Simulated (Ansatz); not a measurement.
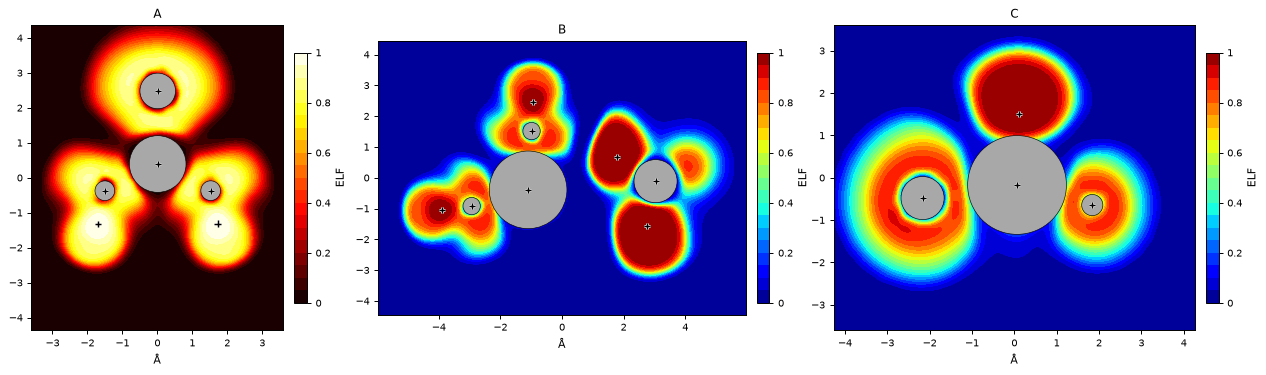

The electron localisation function of 3 systems, each on a plane through atoms (crosses mark nuclei in the plane; grey discs cover the cores).

These are results of RKS B3LYP-D4/def2-SVP in Ansatz 0.2.0, not measurements.

System 1: AlClH$_{2}$O$_{2}$···PH$_{3}$, the plane of atoms Al1, O2 and H3. 

```xyz
10

Al    0.1824   -0.2850    0.2245
O    -0.0958   -0.7358    1.8364
H    -0.9271   -0.7545    2.3163
Cl    2.1427   -0.4896   -0.4821
O    -0.9934    0.1584   -0.9156
H    -1.9410    0.2518   -0.7930
P     0.6229    3.0200    1.1634
H     1.7558    2.3647    0.5921
H    -0.2697    2.5415    0.1523
H     0.3363    1.9343    2.0503
```

System 2: ClF$_{2}$H$_{3}$W, the plane of atoms H5, W1 and Cl7. Core potentials replace the inner electrons of W.

```xyz
7

W     0.1368    0.2404    0.0223
F     0.6482    0.4297    1.7889
H     1.3962   -0.9057    0.0607
F    -0.3759    2.0920    0.1339
H    -1.3959   -0.4245    0.1284
H     0.1098   -1.4466    0.3450
Cl    0.4204    0.1447   -2.2096
```

System 3: Cl$_{2}$H$_{2}$HfO$_{2}$···SiH$_{4}$, the plane of atoms O2, Hf1 and O6. Core potentials replace the inner electrons of Hf.

```xyz
12

Hf   -0.3330   -0.4148    0.1849
O    -0.6117   -0.5692    2.0683
H    -0.7632   -0.6640    3.0099
Cl    1.9932   -0.5168   -0.3190
Cl   -1.3326    1.5820   -0.6391
O    -1.1721   -1.8812   -0.7020
H    -1.6363   -2.6603   -1.0117
Si    1.8759    2.9129    1.3141
H     3.2539    2.6305    1.8042
H     1.8595    2.9651   -0.1703
H     1.4034    4.2127    1.8708
H     0.9655    1.8365    1.8011
```

> Which map belongs to which system?

Panel A is system 1, AlClH$_{2}$O$_{2}$···PH$_{3}$: the plane holds Al, O, H and Cl. Al–O (1.70 Å): the ELF peaks at about 0.85 in the valence shell of O, 0.6 Å from its nucleus, and is about 0.35 at the midpoint. Panel B is system 3, Cl$_{2}$H$_{2}$HfO$_{2}$···SiH$_{4}$: the plane holds Hf, O, H and Si. Hf1···H12 (3.06 Å): the ELF dips to about 0 between them. Panel C is system 2, ClF$_{2}$H$_{3}$W: the plane holds W, F, H and Cl. W–F (1.85 Å): the ELF peaks at about 0.85 in the valence shell of F, 0.5 Å from its nucleus, and drops to about 0.20 between the two atoms.
